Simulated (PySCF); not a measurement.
# C$_{3}$H$_{5}$FOSi: one change and its effect

System: C$_{3}$H$_{5}$FOSi.
Method of run 1: GIAO PBE0/6-31G* NMR shielding, non-relativistic, gas phase (PySCF 2.14.0).

The geometry comes from this level: PBE0-D3(BJ)/def2-SVP. Text and figures count atoms from 1; the logs count them from 0 in places.

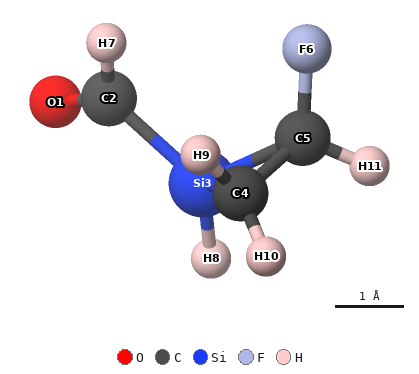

**Figure 1.** The structure as given in the input (ball-and-stick view, seen at a tilt; atoms are numbered from 1 in the order of the input). Bond lengths as drawn: C–C 1.51 Å, C–F 1.36 Å, C–H 1.10 to 1.13 Å, C–O 1.20 Å, C–Si 1.88 to 1.90 Å and H–Si 1.48 Å.

## Input, run 1
```
{"job": {"kind": "nmr", "xc": "PBE0", "basis": "6-31G*", "pop": true}, "charge": 0, "multiplicity": 1}
O      2.983054     0.674709     0.475442
C      1.908824     0.137028     0.569187
Si     0.382272     0.658279    -0.441162
C     -1.244113     0.230725     0.404140
C     -0.874533    -0.729374    -0.696132
F     -0.567177    -1.999158    -0.306888
H      1.751126    -0.728517     1.271103
H      0.501780     1.789040    -1.391385
H     -1.144865    -0.175312     1.418639
H     -2.144440     0.840917     0.272022
H     -1.514151    -0.723647    -1.589082
```

The first line tells a small driver script what to run in PySCF; the rest is the geometry in Å.

Command:
```bash
OMP_NUM_THREADS=1 python <driver script> task.json out
```

Hardware: 1 CPU thread, shared host.

## Output (run 1)
```
coarse grid: 10160 points
cycle   1  E = -581.2426939501  dE =  8.158e-01  |g| = 8.428e-01  |ddm| = 3.185e+00
cycle   2  E = -580.7880367669  dE =  4.547e-01  |g| = 1.718e+00  |ddm| = 2.025e+00
cycle   3  E = -581.3794616899  dE = -5.914e-01  |g| = 2.006e-01  |ddm| = 1.504e+00
cycle   4  E = -581.3872562399  dE = -7.795e-03  |g| = 7.970e-02  |ddm| = 2.371e-01
cycle   5  E = -581.3885350338  dE = -1.279e-03  |g| = 1.368e-02  |ddm| = 7.808e-02
cycle   6  E = -581.3885820613  dE = -4.703e-05  |g| = 4.636e-03  |ddm| = 1.873e-02
cycle   7  E = -581.3885873080  dE = -5.247e-06  |g| = 1.628e-03  |ddm| = 6.248e-03
final grid: 95224 points
cycle   8  E = -581.3444838666  dE = -1.586e-06  |g| = 1.194e-02  |ddm| = 1.689e-02
cycle   9  E = -581.3443978807  dE =  8.599e-05  |g| = 2.386e-02  |ddm| = 2.413e-02
cycle  10  E = -581.3445124535  dE = -1.146e-04  |g| = 1.859e-03  |ddm| = 1.723e-02
cycle  11  E = -581.3445131793  dE = -7.257e-07  |g| = 2.606e-04  |ddm| = 1.623e-03
cycle  12  E = -581.3445131923  dE = -1.305e-08  |g| = 1.119e-04  |ddm| = 3.603e-04
cycle  13  E = -581.3445131953  dE = -3.007e-09  |g| = 2.286e-05  |ddm| = 1.188e-04
cycle  14  E = -581.3445131954  dE = -1.236e-10  |g| = 8.584e-06  |ddm| = 2.940e-05
converged SCF energy = -581.3445131954

GIAO shielding tensors (ppm)
atom      isotropic    diamagn.    paramagn.     s11        s22        s33       span
  0 O     -492.133     392.012    -884.145  -1423.992   -470.531    418.125   1842.117
  1 C      -24.576     252.723    -277.300   -136.930    -39.017    102.218    239.147
  2 Si     522.380     885.024    -362.644    406.816    431.116    729.207    322.391
  3 C      186.923     256.185     -69.262    161.593    191.637    207.537     45.944
  4 C      122.302     246.152    -123.850     66.517    101.931    198.456    131.939
  5 F      425.664     470.308     -44.644    389.474    421.161    466.356     76.883
  6 H       20.478      27.943      -7.465     14.354     20.115     26.966     12.613
  7 H       28.650      29.612      -0.962     23.934     26.259     35.757     11.823
  8 H       30.232      30.449      -0.217     26.280     27.127     37.290     11.010
  9 H       30.638      29.388       1.250     25.983     26.653     39.278     13.295
 10 H       26.690      28.091      -1.401     22.883     26.569     30.618      7.736
```

For run 2 the input was changed thus:
```diff
-"basis": "6-31G*"
+"basis": "def2-TZVP"
```

How does run 2 compare with run 1?

The total energy of run 2 is 98.7 kcal/mol lower, which measures the change of basis and not a stability. The HOMO goes from −6.88 to −7.14 eV. The LUMO goes from −1.47 to −1.85 eV. Of all shieldings, the largest change is that of O1, by −65.7 ppm. The number of SCF iterations is the same. The basis functions go from 98 to 222.

## Output (run 2)
```
coarse grid: 10160 points
cycle   1  E = -581.3650543379  dE =  7.980e-01  |g| = 8.475e-01  |ddm| = 2.642e+00
cycle   2  E = -580.8865753410  dE =  4.785e-01  |g| = 1.780e+00  |ddm| = 2.802e+00
cycle   3  E = -581.4948075477  dE = -6.082e-01  |g| = 2.061e-01  |ddm| = 2.321e+00
cycle   4  E = -581.5022345490  dE = -7.427e-03  |g| = 9.451e-02  |ddm| = 2.151e-01
cycle   5  E = -581.5039209685  dE = -1.686e-03  |g| = 1.578e-02  |ddm| = 8.701e-02
cycle   6  E = -581.5039733781  dE = -5.241e-05  |g| = 5.932e-03  |ddm| = 1.805e-02
cycle   7  E = -581.5039816219  dE = -8.244e-06  |g| = 1.651e-03  |ddm| = 8.248e-03
final grid: 95224 points
cycle   8  E = -581.5016944666  dE = -3.156e-05  |g| = 1.224e-02  |ddm| = 3.791e-02
cycle   9  E = -581.5016021009  dE =  9.237e-05  |g| = 2.513e-02  |ddm| = 2.248e-02
cycle  10  E = -581.5017220680  dE = -1.200e-04  |g| = 1.790e-03  |ddm| = 1.762e-02
cycle  11  E = -581.5017227020  dE = -6.340e-07  |g| = 4.173e-04  |ddm| = 1.790e-03
cycle  12  E = -581.5017227370  dE = -3.501e-08  |g| = 1.634e-04  |ddm| = 3.933e-04
cycle  13  E = -581.5017227427  dE = -5.762e-09  |g| = 3.203e-05  |ddm| = 1.556e-04
cycle  14  E = -581.5017227430  dE = -2.458e-10  |g| = 8.310e-06  |ddm| = 3.066e-05
converged SCF energy = -581.5017227430

GIAO shielding tensors (ppm)
atom      isotropic    diamagn.    paramagn.     s11        s22        s33       span
  0 O     -557.868     388.409    -946.277  -1554.155   -529.592    410.144   1964.299
  1 C      -50.551     246.814    -297.365   -172.893    -69.261     90.501    263.394
  2 Si     467.794     878.303    -410.509    339.435    369.361    694.587    355.152
  3 C      179.994     251.083     -71.090    151.829    185.857    202.295     50.467
  4 C      108.651     240.502    -131.852     46.575     86.173    193.204    146.629
  5 F      420.541     468.360     -47.820    382.115    413.589    465.918     83.803
  6 H       19.640      28.003      -8.363     12.625     19.919     26.375     13.749
  7 H       28.057      30.047      -1.990     23.711     25.440     35.018     11.307
  8 H       29.721      30.309      -0.588     25.920     26.555     36.687     10.767
  9 H       30.046      29.490       0.557     25.438     26.030     38.670     13.232
 10 H       26.179      28.796      -2.616     22.711     26.187     29.640      6.928
```

## The two runs side by side

| quantity | run 1 | run 2 |
| --- | --- | --- |
| outcome | converged | converged |
| total energy (hartree) | −581.344513 | −581.501723 |
| HOMO (eV) | −6.88 | −7.14 |
| LUMO (eV) | −1.47 | −1.85 |
| dipole moment (D) | 2.73 | 2.75 |
| shielding of O1 (ppm) | −492.1 | −557.9 |
| shielding of C2 (ppm) | −24.6 | −50.6 |
| shielding of Si3 (ppm) | 522.4 | 467.8 |
| shielding of C4 (ppm) | 186.9 | 180.0 |
| shielding of C5 (ppm) | 122.3 | 108.7 |
| shielding of F6 (ppm) | 425.7 | 420.5 |
| shielding of H7 (ppm) | 20.5 | 19.6 |
| SCF iterations | 14 | 14 |
| basis functions | 98 | 222 |
| wall time (shared host) | 12 s | 37 s |
